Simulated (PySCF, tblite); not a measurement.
# C5H7NO2Si: geometry, infrared bands and NMR shifts

Wanted: the infrared bands and NMR shifts of C5H7NO2Si (`C[SiH2]/C=C(\C#N)OC=O`), by calculation.

Computed with tblite 0.8.0 and PySCF 2.14.0, with density-fitted response routines of our own, on a single molecule in the gas phase. Atoms count from 0, in the outputs and in this text.

## (1) The starting structure

16 atoms, charge 0, multiplicity 1; geometry from: force field or distance geometry start.

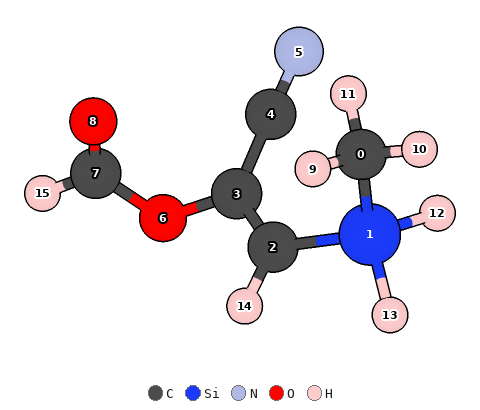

The starting geometry (carbon dark grey, silicon blue, nitrogen light blue, oxygen red, hydrogen pink), atoms numbered.

## (2) Optimising the geometry with GFN2-xTB

The job: settings as JSON, then the geometry in Å.

```
{"job": {"kind": "relax", "xc": "GFN2-xTB", "basis": "xTB"}, "charge": 0, "multiplicity": 1}
C     -2.026100     1.371000    -0.392900
Si    -1.787700    -0.450400    -0.439700
C     -0.001200    -0.923700    -0.522400
C      0.947600    -0.744800     0.391600
C      0.716000    -0.195700     1.708800
N      0.513500     0.235700     2.758100
O      2.249500    -1.218500     0.110900
C      3.162900    -0.204600    -0.013200
O      2.949600     0.989200     0.015200
H     -1.610900     1.850800    -1.274100
H     -3.103100     1.620700    -0.364900
H     -1.570100     1.821400     0.490000
H     -2.380700    -1.086200     0.781600
H     -2.458900    -1.027600    -1.619500
H      0.244600    -1.373400    -1.470900
H      4.147300    -0.655200    -0.170100
```

The run is started by

```console
> OMP_NUM_THREADS=1 python probes_run.py task.json out
```

The driver reads the jobs from task.json and runs them one after another.

**Question.** This job is followed by: GFN2-xTB harmonic vibrations, gas phase; GIAO PBE0/pcSseg-1 NMR shielding, non-relativistic, gas phase. Predict these results of the whole session: strongest single infrared mode (GFN2-xTB); zero-point energy (GFN2-xTB); ¹³C shifts against TMS (PBE0/pcSseg-1); ¹H shifts against TMS (PBE0/pcSseg-1, means over atoms taken as alike); ²⁹Si shifts against TMS (PBE0/pcSseg-1); ¹⁵N shifts against NH3 (PBE0/pcSseg-1); ¹⁷O shifts against H2O (PBE0/pcSseg-1).

As calculated:

```
                                                              quantity                                 value
                             strongest single infrared mode (GFN2-xTB)                 1790 cm⁻¹, 492 km/mol
                                          zero-point energy (GFN2-xTB)                         66.5 kcal/mol
                                ¹³C shifts against TMS (PBE0/pcSseg-1)  159.9, 138.4, 135.5, 117.8, -8.6 ppm
¹H shifts against TMS (PBE0/pcSseg-1, means over atoms taken as alike)            8.01, 6.74, 4.55, 0.53 ppm
                               ²⁹Si shifts against TMS (PBE0/pcSseg-1)                             -53.2 ppm
                                ¹⁵N shifts against NH3 (PBE0/pcSseg-1)                             340.6 ppm
                                ¹⁷O shifts against H2O (PBE0/pcSseg-1)                      463.2, 265.4 ppm
```

The optimisation took 123 steps and gained 0.275 eV; among the close pairs (by a distance rule), C0–Si1 changed most, from 1.838 to 1.895 Å. All 42 modes are real, so the xTB geometry is a minimum. The strongest single mode, at 1790 cm⁻¹, moves mainly C7 and O8. Unscaled tight-binding wavenumbers are off by several per cent, some by more. Its intensities can rank the bands wrongly. At PBE0/pcSseg-1: The largest span, 702 ppm, is at O8, where the paramagnetic term is -529 ppm.
